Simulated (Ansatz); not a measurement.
## Nudged elastic band, with input and output: C₃H₈Si (part 2 of 2)

C₃H₈Si; UKS PBE/def2-SVP (Ansatz 0.2.0). The run did not end well. One setting was made poor on purpose. It belongs to a series of runs on one base structure; here: band between the two ends.

Geometry of the input (Å):
```
C  -1.4834  1.0762  0.2042
C  -0.2173  1.1162  0.6563
C  0.8833  0.1311  0.3608
Si 0.4678  -1.3721  -0.7313
H  -1.8486  0.2723  -0.4577
H  -2.2126  1.8541  0.4796
H  0.0687  1.9563  1.3178
H  1.3041  -0.2589  1.3167
H  1.7425  0.6608  -0.1130
H  -0.6052  -2.2252  -0.1086
H  1.7125  -2.2052  -0.8844
H  0.0060  -0.9508  -2.1010
```

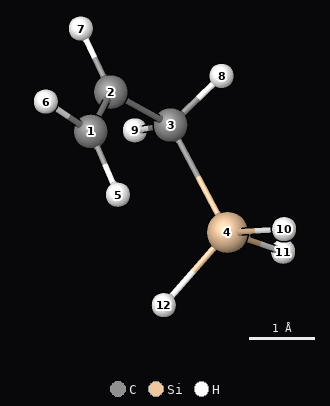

Fig. 1: The starting structure (ball-and-stick view, seen at a tilt; atoms are numbered from 1 in the order of the input).

```
Unfinished report: {"positions_ang":[[-1.1374101951120394,1.454907679814829,0.1481055887066326],[-0.03665477710487328,1.0541834889217685,1.0423946243103044],[0.7841976304498115,-0.15524284856913062,0.7779660288413816],[0.5050881939163694,-1.3665873270108813,-0.7148128775550242],[-1.678190924380959,0.5934048741946361,-0.31430949530439156],[-1.8711632397403415,2.139219789042548,0.6216770637103874],[-0.6745568664126181,2.0333238976456487,-0.7029233510111204],[0.7648721781444219,-0.7567147237701437,1.7166782115607147],[1.85398748677395,0.17203755922399594,0.7556985430706246],[0.44793155973426324,-2.789958253767491,-0.2336968848515066],[1.6333365902318009,-1.2517113167623644,-1.7047077663413581],[-0.7735356364997863,-1.0720628089634152,-1.452670675136644]],"unchecked":["starts","cluster_reference","orbital_swaps","neighbouring_geometries","increment"],"mean_field":{"relativity":"none","state":{"energy":{"ev":-11101.528297377867,"hartree":-407.9736400424898},"converged":true,"gradient_ev":0.00003054271249431577,"stability":{"kind":"minimum","curvature_ev":2.961254856562752},"curvature_floor_ev":0.00030000000000000003,"spin_squared":0.6073623177987315},"others":[],"fillings":{"estimated":0,"unestimated":0,"tried":0,"untried":0,"excluded_magnetic_sites":0},"n_dropped_functions":0,"n_trapped_functions":0,"passes":{"evaluations":4,"products":29},"factors":{"origin":"density fitting in generated functions","count":1134,"bound_ev":null},"gradient_stop_ev":0.00008883764569688256,"reference_kind":"stationary","functional":{"name":"PBE","citations":["Perdew, Burke & Ernzerhof, Phys. Rev. Lett. 77, 3865 (1996) doi:10.1103/PhysRevLett.77.3865"],"text":"name \"PBE\"\ncite \"Perdew, Burke & Ernzerhof, Phys. Rev. Lett. 77, 3865 (1996) doi:10.1103/PhysRevLett.77.3865\"\nparent pbe\nparameter kappa = 0.804\nparameter beta = 0.06672455060314922\nexchange = pbe_x(kappa = kappa, mu = beta*pi^2/3)\ncorrelation = pbe_c(beta = beta)\n","parameters":{"beta":{"value":0.06672455060314922,"default":0.06672455060314922},"kappa":{"value":0.804,"default":0.804}},"final_grid":{"core_spheres":13.0,"valence_spheres":11.0,"degree":36.0},"final_grid_parameter_source":"default","radial_points_factor":1.0,"radial_grid_error_ev":3.125828648923977e-7,"grid_sensitivity":"normal","grid_sensitivity_ratio":0.001870803151768979},"unsmoothed_excess_ev":-0.00003591000322962882,"symmetry":{"irreps":["A"],"axes":[[0.999933628747538,-0.0037974792185232324,0.010877373367028008],[0.0038293673646770687,0.9999884272246651,-0.002912277858877671],[-0.010866188170982144,0.0029537380259337647,0.99993659868329]],"occupied":[{"A":20},{"A":20}]},"density_repulsion":{"missed_ev":0.000044927178169124696,"excess_ev":0.000044927178169124696,"most_excess_ev":0.00052,"are_drawn_again":false,"n_first_factors":1134,"energy_change_ev":0.0,"n_dropped_ends":0},"direct_passes":"host"},"factors":{"origin":"density fitting in generated functions","count":1134,"bound_ev":null},"n_frozen":0,"n_occupied":[20,20],"n_virtual":[80,80],"reference":{"ev":-11101.528297377867,"hartree":-407.9736400424898},"total":{"ev":-11101.528297377867,"hartree":-407.9736400424898},"forces_ev_per_angstrom":[[0.08670181010016709,0.020022774573156262,-0.058619814127019214],[0.010718193721778273,0.04809023780393934,-0.008667691535524739],[0.0070690105076767,0.06333900313749354,-0.08213505443245987],[0.03174442724693885,0.046247850095370385,-0.010277334184048506],[-0.048786834449823624,0.07023807209539176,-0.09671747979456859],[0.04703795909595921,0.05268353426619687,0.026349174995044758],[-0.11772312821927257,-0.15796651016307586,0.13622486661248875],[0.0026851739623699237,-0.055374514072911336,0.0637166549757306],[-0.03409112136051189,-0.019629821662478623,0.02056700069343504],[0.0002487553072609456,-0.03705016084201657,0.014266198497837092],[0.010646725256641999,0.01346412078635434,-0.010828509847441525],[0.0037490288267513702,-0.04406458602009651,0.006121988148518142]],"charge_distribution":{"dipole_moment_e_ang":[-0.01943063908246004,-0.05187749656279741,-0.1303910430347386],"mulliken_charges_e":[-0.059463595279753534,-0.16633474904559975,-0.23284473409280704,0.26593202018434425,0.04333761203613906,0.05955245259999875,0.06907685401155816,0.09180556087076253,0.09190101010862672,-0.052616243385717576,-0.05181146534465486,-0.058534722662894056],"lowdin_charges_e":[-0.04871824354939136,-0.0320596133481601,-0.18637455007832848,0.31195519121192206,0.007305005566731193,0.012954040813304424,0.05235763769997548,0.047597337870881384,0.04913347026361237,-0.07092002716607215,-0.07175971272528137,-0.07147053655919056]},"n_threads":2,"memory_gib":2.556818182580173,"seconds":{"hamiltonian":2.77833038,"orbitals":0.0,"second_order":0.0,"solver_start":0.0,"cycles":0.0,"cycle":0.0,"perturbative":0.0,"full_ci_increment":0.0,"forces":0.0}}
this run last wrote the band of iteration 10 to [file]
Error: NEB band did not converge after 10 iterations: max|band force component| = 2.38e-1 eV/Å (threshold 3.0e-2); raise `neb.max_iterations` in a new run, which can start from the last band evaluated (`neb.initial_path`, with `crystal.atoms` and `neb.final_atoms` set to its first and last images), add images, or start from endpoints closer to local minima. Where this run's directory can be resumed (`checkpoint.write`), a resume goes on for up to `neb.max_iterations` more; to start a new run from the last band, take its images' positions from the `neb_iteration` event of iteration 10 (`data.images[].positions_ang`), in the event stream of the run that computed that iteration (not this run's, if it was resumed behind it). With `checkpoint.write`, `steps/00-neb/state/checkpoint.json` in the run directory holds the last saved band, under `neb.evaluated.images[].positions_ang` (a band under a hybrid functional on support functions is neither saved nor resumed: `neb.initial_path` says where its path is): check the last entry of `neb.iterations` there, which is earlier than 10 if that iteration was not saved or its write failed. If the band's step has no `state` directory and holds `state.next`, a write was cut short, and the file is under `state.next` instead (behind a loss of power it can be under `state.prev`)
this run wrote the band of iteration 10 to [file] as well, whether or not its events were kept: a new run's `neb.initial_path` can list its `images[].positions_ang`
a run's events are kept only if it was started with --events-out <file>, and are in that file
```

### The last band as extended XYZ (Å, eV, eV/Å)
```
12
Properties=species:S:1:pos:R:3:forces:R:3 image=0 energy=-11104.61160
C    -1.4834    1.0762    0.2042    0.0091  -0.0006   0.0043
C    -0.2173    1.1162    0.6563   -0.0085   0.0199   0.0117
C     0.8833    0.1311    0.3608   -0.0027  -0.0075  -0.0007
Si    0.4678   -1.3721   -0.7313    0.0093  -0.0076  -0.0032
H    -1.8486    0.2723   -0.4577   -0.0030  -0.0005  -0.0043
H    -2.2126    1.8541    0.4796    0.0029  -0.0073   0.0007
H     0.0687    1.9563    1.3178    0.0016   0.0055  -0.0028
H     1.3041   -0.2589    1.3167   -0.0055  -0.0007  -0.0029
H     1.7425    0.6608   -0.1130   -0.0035  -0.0014  -0.0017
H    -0.6052   -2.2252   -0.1086    0.0023   0.0027  -0.0016
H     1.7125   -2.2052   -0.8844   -0.0031  -0.0024  -0.0013
H     0.0060   -0.9508   -2.1010    0.0010  -0.0001   0.0019
12
Properties=species:S:1:pos:R:3:forces:R:3 image=1 energy=-11104.53464
C    -1.4582    1.1821    0.1307   -0.0067  -0.0383  -0.0310
C    -0.1930    1.1657    0.5852    0.0056  -0.0060   0.0207
C     0.8077    0.0396    0.4823   -0.0100   0.0251  -0.0042
Si    0.4850   -1.4010   -0.7366   -0.0001   0.0042   0.0112
H    -1.8983    0.3282   -0.4120   -0.0044   0.0129   0.0089
H    -2.1070    2.0595    0.2766    0.0084   0.0046   0.0215
H     0.1775    2.0659    1.1133   -0.0158  -0.0222   0.0048
H     0.9463   -0.4162    1.4909    0.0252   0.0111  -0.0059
H     1.8080    0.4604    0.2397    0.0032   0.0143  -0.0256
H    -0.0611   -2.6082   -0.0220   -0.0343   0.0076   0.0001
H     1.7887   -1.7942   -1.3786    0.0086  -0.0254   0.0196
H    -0.4776   -1.0271   -1.8301    0.0202   0.0119  -0.0202
12
Properties=species:S:1:pos:R:3:forces:R:3 image=2 energy=-11104.51080
C    -1.3996    1.2849    0.0525    0.0772  -0.0223  -0.0581
C    -0.1458    1.2057    0.5328    0.1135  -0.1291   0.0246
C     0.7201   -0.0379    0.5789   -0.0844   0.0310  -0.0655
Si    0.4897   -1.4173   -0.7377    0.0187   0.0884   0.0515
H    -1.8795    0.4130   -0.4225   -0.0602   0.0460   0.0162
H    -1.9876    2.2134    0.1008    0.0262   0.0454   0.0275
H     0.3186    2.0965    1.0013   -0.1305   0.0090  -0.0678
H     0.5815   -0.5219    1.5712    0.0256  -0.0334   0.0561
H     1.7925    0.2508    0.5556    0.0184  -0.0140   0.0154
H     0.6088   -2.7590   -0.0617    0.0022   0.0040  -0.0430
H     1.5588   -1.3249   -1.7934    0.0105   0.0192   0.0035
H    -0.8395   -1.3484   -1.4383   -0.0171  -0.0442   0.0396
12
Properties=species:S:1:pos:R:3:forces:R:3 image=3 energy=-11103.21413
C    -1.4125    1.2200    0.2512   -0.6989  -0.5011   0.4767
C    -0.0932    1.1567    0.5351   -0.0956   0.4635  -1.5586
C     0.7592   -0.0866    0.7089   -0.0103   0.1742  -0.2617
Si    0.5315   -1.3539   -0.7245    0.0914   0.0064  -0.0632
H    -2.0064    0.3793   -0.0915   -0.8707  -0.7484   0.7152
H    -1.8871    2.2082    0.3217   -0.1446   0.1387  -0.7402
H     0.1051    2.0891   -0.0865    1.9487   0.0329   1.7384
H     0.5672   -0.6488    1.6593   -0.3326   0.4353  -0.2035
H     1.8353    0.1719    0.7756    0.0311   0.0458  -0.0982
H     0.4689   -2.7817   -0.2469    0.0438   0.0091   0.0565
H     1.6846   -1.2361   -1.6800    0.0372  -0.0133  -0.0818
H    -0.7347   -1.0634   -1.4830    0.0005  -0.0430   0.0203
12
Properties=species:S:1:pos:R:3:forces:R:3 image=4 energy=-11101.52826
C    -1.1374    1.4549    0.1481    0.0867   0.0200  -0.0586
C    -0.0367    1.0542    1.0424    0.0107   0.0481  -0.0087
C     0.7842   -0.1552    0.7780    0.0071   0.0633  -0.0821
Si    0.5051   -1.3666   -0.7148    0.0317   0.0462  -0.0103
H    -1.6782    0.5934   -0.3143   -0.0488   0.0702  -0.0967
H    -1.8712    2.1392    0.6217    0.0470   0.0527   0.0263
H    -0.6746    2.0333   -0.7029   -0.1177  -0.1580   0.1362
H     0.7649   -0.7567    1.7167    0.0027  -0.0554   0.0637
H     1.8540    0.1720    0.7557   -0.0341  -0.0196   0.0206
H     0.4479   -2.7900   -0.2337    0.0002  -0.0370   0.0143
H     1.6333   -1.2517   -1.7047    0.0106   0.0135  -0.0108
H    -0.7735   -1.0721   -1.4527    0.0037  -0.0441   0.0061
12
Properties=species:S:1:pos:R:3:forces:R:3 image=5 energy=-11101.71490
C    -1.0801    1.4741    0.1063    0.1163   0.0047   0.0828
C    -0.5085    0.5889    1.1428   -0.0576  -0.2714  -0.0176
C     0.6884   -0.2171    0.8544   -0.1393   0.2095   0.1338
Si    0.5495   -1.3874   -0.6941   -0.0274   0.0201   0.0575
H    -2.0091    0.9609   -0.2450    0.0278   0.0263  -0.0528
H    -1.4583    2.4159    0.5600    0.0132   0.0364  -0.0438
H    -0.4545    1.7104   -0.7935   -0.0117   0.0090  -0.0047
H     0.9965   -0.8293    1.7293    0.0684  -0.0246  -0.0599
H     1.5477    0.4552    0.5988    0.0181   0.0159  -0.1019
H     0.8480   -2.7983   -0.2721   -0.0159  -0.0190   0.0000
H     1.5307   -0.9956   -1.7642    0.0058   0.0269  -0.0067
H    -0.8325   -1.3228   -1.2834    0.0023  -0.0338   0.0133
12
Properties=species:S:1:pos:R:3:forces:R:3 image=6 energy=-11102.89143
C    -1.0937    1.3170    0.0134    0.0120  -0.1103  -0.1609
C    -0.3835    0.1101    0.5756    0.2164  -1.0565  -0.9629
C     0.8351    0.0277    1.1676    0.3530   0.5442   0.3670
Si    0.2763   -1.2785   -0.6746   -0.5955  -0.0144  -0.0311
H    -2.0789    0.9840   -0.3728   -0.0106   0.1241  -0.1173
H    -1.3036    2.1915    0.6807    0.3936  -0.4505   0.2053
H    -0.5257    1.7250   -0.8504   -0.0215   0.0935  -0.1540
H     1.1490   -0.9445    1.5813    0.4154  -0.1234  -0.2421
H     1.5795    0.8262    1.1799    0.2475   0.7825   0.9366
H     0.7766   -2.6269   -0.1693   -0.3382   0.3830   0.2461
H     1.4444   -0.8111   -1.5731   -0.4156   0.1057   0.4072
H    -0.8575   -1.4657   -1.6190   -0.2565  -0.2781  -0.4937
12
Properties=species:S:1:pos:R:3:forces:R:3 image=7 energy=-11104.56676
C    -0.9819    1.2439   -0.0732    0.0158  -0.0352  -0.0225
C    -0.0512    0.1148    0.3054    0.0695   0.0742  -0.0964
C     0.8234    0.1520    1.3335    0.0139   0.1080   0.0388
Si    0.2315   -1.3242   -0.8805   -0.0083  -0.0790  -0.0927
H    -2.0068    0.8655   -0.2828    0.0553  -0.0065   0.0338
H    -1.0681    2.0313    0.7060    0.1181  -0.0818   0.0195
H    -0.6469    1.7348   -1.0129   -0.0017   0.0170  -0.0323
H     1.4585   -0.7175    1.5724    0.1174   0.0602  -0.0133
H     0.9927    1.0611    1.9325   -0.2078   0.0341   0.2801
H     0.6949   -2.5497   -0.1368   -0.0469   0.0237   0.0033
H     1.3476   -0.9104   -1.8086   -0.0647  -0.0611  -0.0949
H    -0.9758   -1.6468   -1.7155   -0.0605  -0.0538  -0.0235
12
Properties=species:S:1:pos:R:3:forces:R:3 image=8 energy=-11104.69629
C    -0.8477    1.2709   -0.1584   -0.0122   0.0159  -0.0068
C     0.0519    0.1363    0.2669    0.0161  -0.0158   0.0123
C     0.6889    0.1267    1.4595   -0.0052  -0.0036  -0.0142
Si    0.2789   -1.3138   -0.9264   -0.0022   0.0045  -0.0029
H    -1.8775    0.9127   -0.3755   -0.0018  -0.0012   0.0051
H    -0.9156    2.0587    0.6200   -0.0014   0.0018  -0.0024
H    -0.4848    1.7449   -1.0964    0.0022   0.0010   0.0030
H     1.3467   -0.7026    1.7681   -0.0005   0.0021   0.0000
H     0.5741    0.9580    2.1796    0.0013   0.0025   0.0041
H     1.2261   -2.3238   -0.3399    0.0020  -0.0037   0.0024
H     0.8212   -0.8329   -2.2492    0.0019  -0.0020   0.0012
H    -1.0444   -1.9801   -1.2089   -0.0003  -0.0015  -0.0019
```

### Outcome

```tsv
quantity	value
outcome	not converged
barrier, forward (band not converged)	3.083 eV
barrier, backward	3.168 eV
hardware	2 threads of Arm Neoverse V1, 24 GiB of memory available, shared host
wall time	3.5 min (CPU time 6.7 min)
peak memory	0.24 GiB
```

### Diagnosis

The run did not converge: “NEB band did not converge after 10 iterations: max|band force component| = 2.38e-1 eV/Å (threshold 3.0e-2); raise `neb.max_iterations` in a new run, which can start from the last band evaluated (`neb.initial_path`, with `crystal.atoms` and `neb.final_atoms` set to its first and last images), add images, or start from endpoints closer to local minima …” Its last values are not results. A deliberately poor setting: few iterations.
